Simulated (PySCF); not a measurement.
# MoBr₂: relaxation and vibrations of the quintet, part 2 of 2

PySCF 2.14.0; PBE, basis Mo def2-TZVP with ECP28, Br def2-TZVP, scalar-relativistic core potentials, no spin–orbit coupling, density fitting.

## 5. Leaving the saddle point

The atoms are moved a little along the softest imaginary mode and relaxed again.

The program finds C2v symmetry in the start, which this walk keeps. The walk stops when the largest gradient is under 0.0003 Eh/bohr and the energy has settled too.

scf.py

```python
from pyscf import gto, scf, dft
mol = gto.M(atom='''
Mo    -0.250000     0.000000     0.000000
Br     0.155074    -0.000000     2.430908
Br     0.155074    -0.000000    -2.430908''',
    basis={'Mo': 'def2-TZVP', 'Br': 'def2-TZVP'},
    ecp={'Mo': 'def2-TZVP'},
    charge=0, spin=4)
mf = dft.UKS(mol, xc='PBE')
mf.grids.atom_grid = (50, 194)
aux = {'Mo': 'def2-universal-JKFIT', 'Br': 'def2-universal-JKFIT'}
mf = mf.density_fit(auxbasis=aux)
mf.conv_tol = 1e-08
mf.diis_space = 10
mf.max_cycle = 60
mf.verbose = 4
mf.kernel()
```

Steps of the walk:

| step | energy (Eh) | change (kJ/mol) | largest symmetric gradient (Eh/bohr) |
| --- | --- | --- | --- |
| 0 | -5215.822970 | 0.00 | 0.00921 |
| 1 | -5215.823718 | -1.96 | 0.00398 |
| 2 | -5215.824332 | -3.58 | 0.00442 |
| 3 | -5215.825505 | -6.66 | 0.00648 |
| 4 | -5215.826610 | -9.56 | 0.00280 |
| 5 | -5215.826684 | -9.75 | 0.00365 |
| 6 | -5215.826802 | -10.06 | 0.00018 |
| 7 | -5215.826808 | -10.08 | 0.00010 |
| 8 | -5215.826809 | -10.08 | 0.00007 |

The walk took 34 s.

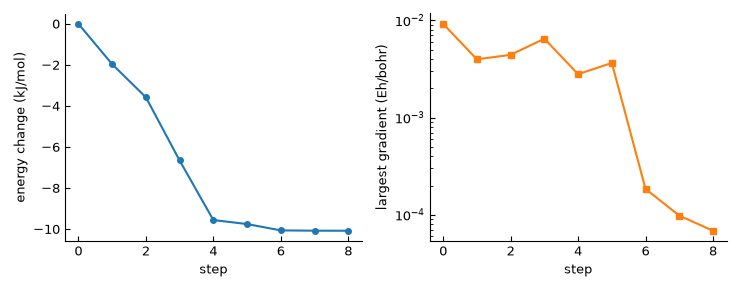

How energy and gradient fall.

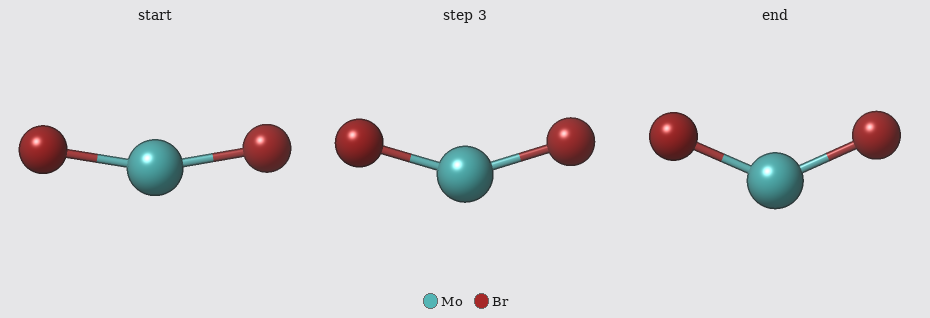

The geometry along the walk, at one scale.

End point (C2v, 8 steps, 10.1 kJ/mol gained): Mo–Br 2.410 Å (×2); Br–Mo–Br 132.3°.

## 6. Frequencies

The same treatment as at the point before.

scf.py, as its differences from that of step 5:

```diff
@@ -3,3 +3,3 @@
-Mo    -0.250000     0.000000     0.000000
-Br     0.155074    -0.000000     2.430908
-Br     0.155074    -0.000000    -2.430908''',
+Mo    -0.622608     0.000000     0.000000
+Br     0.383701    -0.000000     2.189551
+Br     0.383701    -0.000000    -2.189551''',
@@ -10 +10 @@
-mf.grids.atom_grid = (50, 194)
+mf.grids.atom_grid = (75, 302)
@@ -13 +13 @@
-mf.conv_tol = 1e-08
+mf.conv_tol = 1e-10
```

SCF at the final geometry:

```text
init E= -5215.82656431962
[... the frontier-level lines of each cycle are left out ...]
cycle= 1 E= -5215.82656431848  delta_E= 1.14e-09  |g|= 4.54e-05  |ddm|= 4.92e-05
cycle= 2 E= -5215.82656430427  delta_E= 1.42e-08  |g|= 0.000161  |ddm|= 0.000174
cycle= 3 E= -5215.82656431972  delta_E= -1.54e-08  |g|= 1.59e-06  |ddm|= 0.000136
cycle= 4 E= -5215.82656431972  delta_E= 3.64e-12  |g|= 3.06e-07  |ddm|= 1.89e-06
Extra cycle  E= -5215.82656431973  delta_E= -8.19e-12  |g|= 6.7e-07  |ddm|= 1.05e-06
converged SCF energy = -5215.82656431973  <S^2> = 6.029197  2S+1 = 5.0116652
```

The whole step needed 60 s of wall time on 4 threads of Arm Neoverse V1, shared host.

Geometry: C2v; Mo–Br 2.410 Å (×2); Br–Mo–Br 130.6°.

Harmonic modes (main isotopes):

```tsv
symmetry	ω (cm⁻¹)	IR (km/mol)	type
a1	45	1.5	bend
a1	246	6.9	stretch
b2	309	54.4	stretch
```

Every mode is real; the point is a minimum.

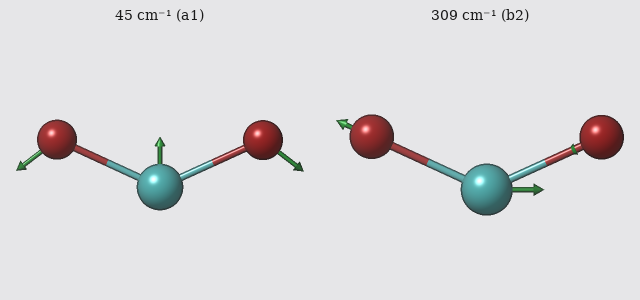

Displacements of 2 of the modes, as arrows (one member where a mode is degenerate).

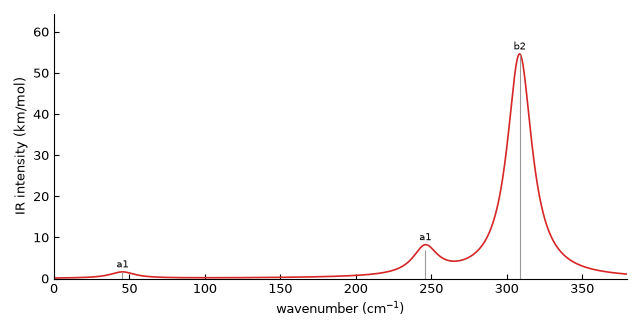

The harmonic infrared spectrum (widths in cm⁻¹). Lines are broadened to a width of 20 cm⁻¹ (Lorentzian).

Constants and moments:

```
Dipole moment                                                   : 1.94 D
Highest occupied level                                          : -5.19 eV
Lowest empty level                                              : -4.57 eV
Rotational constants                                            : 0.2755, 0.02228, 0.02061 cm⁻¹
Zero-point energy                                               : 3.6 kJ/mol
Principal polarisabilities                                      : 64.1, 76.1, 125.4 bohr³
Atomisation energy without zero-point energy                    : 685 kJ/mol
Principal traceless quadrupole moments about the centre of mass : -5.44, 0.65, 4.80 D Å
Entropy at 298.15 K and 1 bar (electronic part: spin only)      : 340.7 J/(mol K)
Heat capacity Cp at 298.15 K                                    : 55.9 J/(mol K)
Enthalpy at 298.15 K above 0 K                                  : 14.50 kJ/mol
Rotational symmetry number                                      : 2
Spin squared ⟨S²⟩                                               : 6.029
```

Populations by atom (charges in e):

```tsv
atom	Mulliken	Löwdin	polar tensor	spin (Mulliken)	Mayer order to Mo1
Mo1	0.66	-0.15	0.95	4.01	–
Br2,3	-0.33	0.07	-0.47	0.00	1.14
```

Mulliken populations on Mo1 (outside its core potential): s 2.56, p 6.20, d 4.57, f 0.01.

## 7. All stationary points

| spin | group | bonds | imaginary modes (cm⁻¹) | ΔE (kJ/mol) | with zero-point energy |
| --- | --- | --- | --- | --- | --- |
| quintet | C2v | Mo–Br 2.410 Å (×2) | none | 0.0 | 0.0 |
| quintet | D∞h (density of lower symmetry) | Mo–Br 2.431 Å (×2) | 46i, 31i | 11.6 | – |

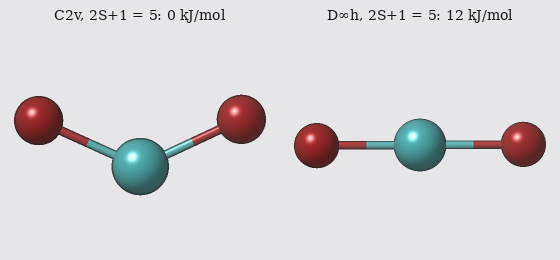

The points, lowest first (molybdenum teal, bromine red).

## 8. What came out

The summary covers parts 1 to 2.

| quantity | value |
| --- | --- |
| minimum | quintet, C2v |
| geometry | Mo–Br 2.410 Å (×2); Br–Mo–Br 130.6° |
| wavenumbers (cm⁻¹) | 45 (a1), 246 (a1), 309 (b2) |
| dipole moment | 1.94 D |
| highest occupied, lowest empty level (either spin) | -5.19, -4.57 eV |
| polar-tensor charge of Mo1 | +0.95 e |
| zero-point energy | 3.6 kJ/mol |
| entropy at 298.15 K | 340.7 J/(mol K) |
| atomisation energy (no zero-point energy) | 685 kJ/mol |
| ⟨S²⟩ | 6.029 |

In words: From D∞h at the start the molecule goes to a C2v minimum, after a stop at a second-order saddle point 11.6 kJ/mol higher, from which it was pushed off along an imaginary mode. The strongest infrared band lies at 309 cm⁻¹ (b2, stretch). Most of the spin sits on Mo1 (Mulliken spin 4.01, against 4 for the whole molecule). Only this shape and spin were tried, so other structures or states may lie lower. One determinant may miss the lowest occupation of an open d or f shell.

The search up to here took 12 min.
